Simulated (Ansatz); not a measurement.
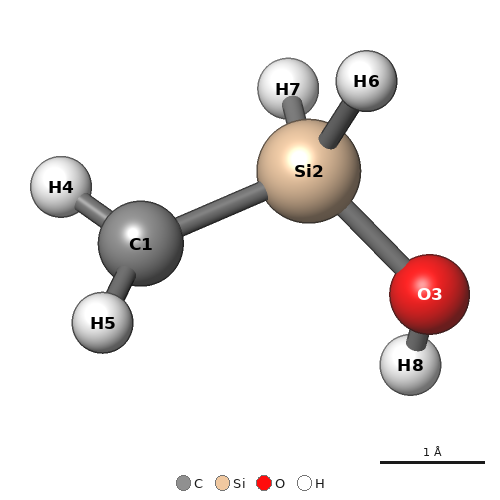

The picture comes from a calculation with Ansatz.

The view is orthographic, and the bar gives the scale. The species is neutral and a spin doublet. Geometry: moved along internal coordinates away from the minimum.

Reconstruct the coordinates (Å) as seen: x to the right, y up, z towards the viewer, origin at the mean of the atomic positions.

```xyz
8
CH5OSi
C   -1.19  -0.24   0.45
Si   0.44   0.47  -0.05
O    1.61  -0.73  -0.26
H   -1.96   0.31  -0.08
H   -1.56  -1.00   1.12
H    1.00   1.34   1.02
H    0.24   1.27  -1.29
H    1.42  -1.41  -0.91
```
